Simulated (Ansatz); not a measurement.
# CH5ClOSi: rotation by 120° about the C2–Si3 bond, part 2 of 2

How high is the barrier for the rotation by 120° about the C2–Si3 bond? Relax the two ends, then run a nudged elastic band between them. SMILES of the start: OC([SiH3])Cl.

Ansatz 0.2.0; RKS B3LYP/def2-SVP.

**7. Frequencies at the highest image**

The geometry is the highest inner image of the first converged band.

input.yaml

```yaml
crystal:
  periodic: [false, false, false]
  atoms:
    - { symbol: O, position_ang: [0.183668, 1.124857, -1.200182] }
    - { symbol: C, position_ang: [-0.426373, 0.545766, -0.107652] }
    - { symbol: Si, position_ang: [0.636456, -0.947107, 0.505735] }
    - { symbol: Cl, position_ang: [-2.15197, -0.037822, -0.507844] }
    - { symbol: H, position_ang: [-0.296428, 1.93195, -1.440845] }
    - { symbol: H, position_ang: [-0.611736, 1.265928, 0.707607] }
    - { symbol: H, position_ang: [1.840054, -1.066012, -0.361799] }
    - { symbol: H, position_ang: [-0.145837, -2.20969, 0.480987] }
    - { symbol: H, position_ang: [1.060665, -0.654271, 1.90679] }
basis:
  gaussian: { orbitals: def2-SVP }
hamiltonian:
  xc: b3lyp
phonons: {}
```

Started as:

```console
> ansatz run input.yaml --threads 1 --pin off --max-ram 2048MiB --backend cpu --events-out ev --progress --plain --runs-dir out
```

What it wrote, cut to the lines that bear on the results:

```text
Warning: RAYON_NUM_THREADS=1 ignored (pool sized by the plan → 1); use --threads N
[...]
Functional definition: B3LYP
[...]
929 factors; integrals over basis functions are off by at most 3.6e-4 eV
[...]
mean field -23557.37888498 eV, -865.7177062582 hartree, gradient 4.8e-5 eV, S^2 0.000000; 0 other end points of the search recorded, 0 dependent functions left out
[...]
reference -23557.37912305 eV, -865.7177150069 hartree; 25, 25 occupied and 64, 64 virtual orbitals, 929 factors
[...]
929 factors; integrals over basis functions are off by at most 3.6e-4 eV
[...]
mean field -23557.37876218 eV, -865.7177017454 hartree, gradient 2.1e-6 eV, S^2 0.000000; 0 other end points of the search recorded, 0 dependent functions left out
[...]
reference -23557.37900036 eV, -865.7177104983 hartree; 25, 25 occupied and 64, 64 virtual orbitals, 929 factors
[...]
929 factors; integrals over basis functions are off by at most 3.6e-4 eV
[...]
WARN: phonons: modes at or below zero, which the zero-point energy, F, S and C_V leave out: 1, the lowest at -166.14 cm⁻¹. A minimum has none, and a first-order saddle one
[...]
Total energy: -23557.37912305 eV, -865.7177150069 hartree
Atom 0 at     0.183668     1.124857    -1.200182 Å, force    -0.015234    -0.004525     0.015214 eV/Å
Atom 1 at    -0.426373     0.545766    -0.107652 Å, force    -0.017335    -0.018920    -0.009889 eV/Å
Atom 2 at     0.636456    -0.947107     0.505735 Å, force    -0.003149     0.014527    -0.003208 eV/Å
Atom 3 at    -2.151970    -0.037822    -0.507844 Å, force     0.029388     0.011388     0.007478 eV/Å
Atom 4 at    -0.296428     1.931950    -1.440845 Å, force     0.010253     0.003538    -0.010486 eV/Å
Atom 5 at    -0.611736     1.265928     0.707607 Å, force    -0.002959    -0.002648     0.000764 eV/Å
Atom 6 at     1.840054    -1.066012    -0.361799 Å, force    -0.001798     0.002021    -0.001356 eV/Å
Atom 7 at    -0.145837    -2.209690     0.480987 Å, force    -0.001005    -0.003075     0.000128 eV/Å
Atom 8 at     1.060665    -0.654271     1.906790 Å, force     0.001839    -0.002305     0.001355 eV/Å
Dipole moment:     0.135218     0.318206     0.139679 e Å
Vibrations: -166.14 204.03 302.29 339.97 458.66 526.72 629.13 695.08 727.98 925.62 942.77 949.75 1120.49 1171.21 1255.84 1400.22 2221.35 2245.76 2261.49 3041.08 3763.07 cm⁻¹, zero-point energy 1.561116 eV
```

Run time: 1.7 min. Hardware: 1 thread of Arm Neoverse V2, shared host; peak memory 0.17 GiB.

Of 21 modes, 1 is imaginary by more than 30 cm⁻¹ (166i cm⁻¹).

**8. Another band, settings changed**

crystal.atoms is end A as relaxed above, and neb.final_atoms is end B, turned to lie on A. With 7 inner images the band has 9 in all.

input.yaml

```yaml
crystal:
  periodic: [false, false, false]
  atoms:
    - { symbol: O, position_ang: [0.346052, 1.55171, -0.430514] }
    - { symbol: C, position_ang: [-0.478778, 0.488249, -0.137031] }
    - { symbol: Si, position_ang: [0.583637, -0.994474, 0.445241] }
    - { symbol: Cl, position_ang: [-1.442763, -0.082093, -1.628645] }
    - { symbol: H, position_ang: [-0.188748, 2.331067, -0.644394] }
    - { symbol: H, position_ang: [-1.278103, 0.744773, 0.579464] }
    - { symbol: H, position_ang: [1.521085, -1.371268, -0.644283] }
    - { symbol: H, position_ang: [-0.321287, -2.126693, 0.782445] }
    - { symbol: H, position_ang: [1.347404, -0.587671, 1.660515] }
basis:
  gaussian: { orbitals: def2-SVP }
hamiltonian:
  xc: b3lyp
neb:
  order_check: false
  images: 7
  f_tol: 0.05
  max_iterations: 60
  initial_path: linear
  final_atoms:
    - { symbol: O, position_ang: [0.14521055, 1.1143758, -1.20715715] }
    - { symbol: C, position_ang: [-0.36510215, 0.59300532, -0.03895852] }
    - { symbol: Si, position_ang: [0.60014441, -0.99486954, 0.42319173] }
    - { symbol: Cl, position_ang: [-2.15938869, 0.11113925, -0.21206922] }
    - { symbol: H, position_ang: [-0.27987109, 1.96383834, -1.39899435] }
    - { symbol: H, position_ang: [-0.39424465, 1.32513438, 0.7863068] }
    - { symbol: H, position_ang: [2.0375354, -0.64284787, 0.61281222] }
    - { symbol: H, position_ang: [0.45645252, -1.98228178, -0.67772618] }
    - { symbol: H, position_ang: [0.04776271, -1.53389391, 1.69539267] }
```

Started as:

```console
> ansatz run input.yaml --threads 1 --pin off --max-ram 2048MiB --backend cpu --events-out ev --progress --plain --runs-dir out
```

What it wrote, cut to the lines that bear on the results:

```text
Warning: RAYON_NUM_THREADS=1 ignored (pool sized by the plan → 1); use --threads N
[...]
[... 1 set-up line as earlier in the session ...]
[...]
928 factors; integrals over basis functions are off by at most 2.7e-4 eV
[...]
mean field -23557.50725249 eV, -865.7224236770 hartree, gradient 4.8e-5 eV, S^2 0.000000; 0 other end points of the search recorded, 0 dependent functions left out
[...]
reference -23557.50749285 eV, -865.7224325103 hartree; 25, 25 occupied and 64, 64 virtual orbitals, 928 factors
928 factors; integrals over basis functions are off by at most 4.0e-4 eV
[...]
mean field -23557.50725293 eV, -865.7224236932 hartree, gradient 5.0e-5 eV, S^2 0.000000; 0 other end points of the search recorded, 0 dependent functions left out
[...]
reference -23557.50749281 eV, -865.7224325085 hartree; 25, 25 occupied and 64, 64 virtual orbitals, 928 factors
[...]
Total energy: -23557.37905894 eV, -865.7177126510 hartree
Atom 0 at     0.181764     1.172225    -1.150095 Å, force    -0.025976    -0.026251     0.032536 eV/Å
Atom 1 at    -0.439344     0.540105    -0.091179 Å, force     0.044887     0.040194    -0.021195 eV/Å
Atom 2 at     0.644594    -0.954477     0.478051 Å, force     0.002929    -0.026612    -0.002592 eV/Å
Atom 3 at    -2.144841    -0.049371    -0.541634 Å, force    -0.003659    -0.007038    -0.001108 eV/Å
Atom 4 at    -0.305569     1.981108    -1.369198 Å, force     0.001236     0.000245     0.000824 eV/Å
Atom 5 at    -0.644898     1.225033     0.749301 Å, force    -0.009232    -0.002523     0.000112 eV/Å
Atom 6 at     1.859630    -1.014887    -0.380254 Å, force    -0.007484     0.000559     0.005804 eV/Å
Atom 7 at    -0.112379    -2.231309     0.391905 Å, force     0.006761     0.016349     0.002751 eV/Å
Atom 8 at     1.049542    -0.714827     1.895901 Å, force    -0.009463     0.005077    -0.017132 eV/Å
Dipole moment:     0.122348     0.313838     0.154392 e Å
this run last wrote the band of iteration 6 to <dir>
```

It took 2.3 min on 1 thread of Arm Neoverse V2, shared host; peak memory 0.18 GiB.

**9. What the band shows**

Images 0 and 8 are the ends. Energies count from image 0; the path length is the program's own measure over all atoms.

| image | path (Å) | energy (eV) | dihedral Cl4–C2–Si3–H8 (°) | band force (eV/Å) |
| --- | --- | --- | --- | --- |
| 0 | 0.000 | 0.0000 | -59 | - |
| 1 | 0.478 | 0.0183 | -45 | 0.011 |
| 2 | 0.956 | 0.0635 | -30 | 0.030 |
| 3 | 1.434 | 0.1090 | -14 | 0.042 |
| 4* | 1.912 | 0.1284 | 2 | 0.045 |
| 5 | 2.382 | 0.1103 | 17 | 0.044 |
| 6 | 2.853 | 0.0651 | 32 | 0.032 |
| 7 | 3.324 | 0.0192 | 47 | 0.018 |
| 8 | 3.794 | 0.0000 | 62 | - |

The star marks the climbing image.

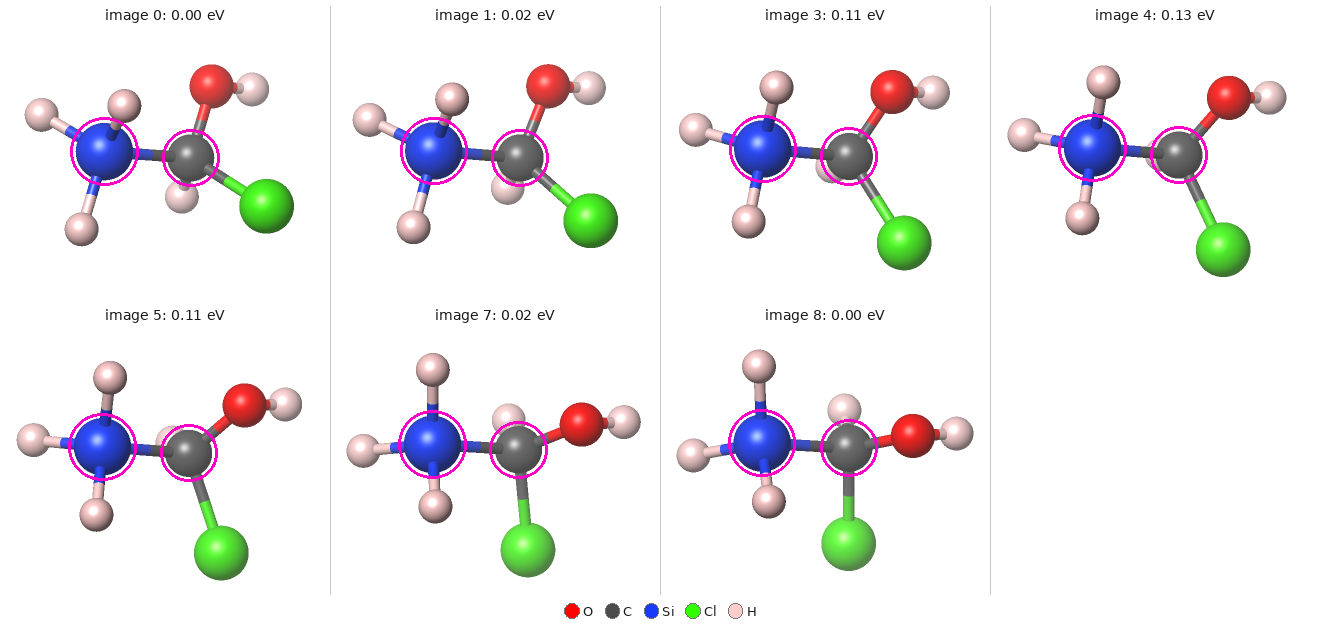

Snapshots along the band, viewed from a free direction. Ringed: C2, Si3. Sticks join atoms closer than a bonding distance in each image.

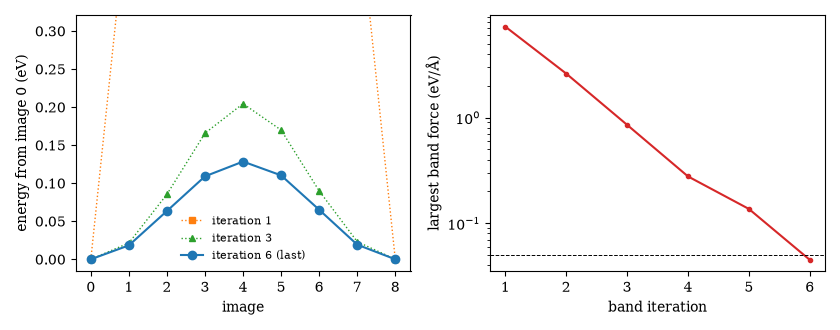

Left: energy of each image for early iterations and the last one (lines only join the points; early values far above the last band run off the scale). Right: the largest band force by iteration, with the threshold dashed.

**10. Summary of results**

The summary covers parts 1 to 2.

```
                                quantity                                                     value
                                   end A                                   7 moves, 0.582 eV lower
                                   end B                                  10 moves, 0.576 eV lower
            first band: barrier forwards                                                   0.13 eV
           first band: barrier backwards                                                   0.13 eV
first band: second end relative to first                                                  0.000 eV
               first band: highest image                                     4 of 0 to 8, climbing
             first band: band iterations                                                         4
              imaginary modes at the top                                                 166i cm⁻¹
                             second band  top 0.128 eV above image 0, 6 iterations, 7 inner images
             time, first and second band                                       1.7 min and 2.3 min
```

What this shows: In the first band: the top lies 0.13 eV above the first end, or 5 kT at room temperature, which at an assumed attempt frequency of 10^13 s⁻¹ means a rate near 10^11 s⁻¹. The two ends lie within 1 meV of each other. The listed dihedral goes from -59° at end A through 2° at the highest image to 62° at end B. One imaginary mode, as a first-order saddle point has. The second band's top agrees with the first's to 1 meV, so the changed settings hardly move the height. These are electronic energies, with no zero-point or thermal terms.
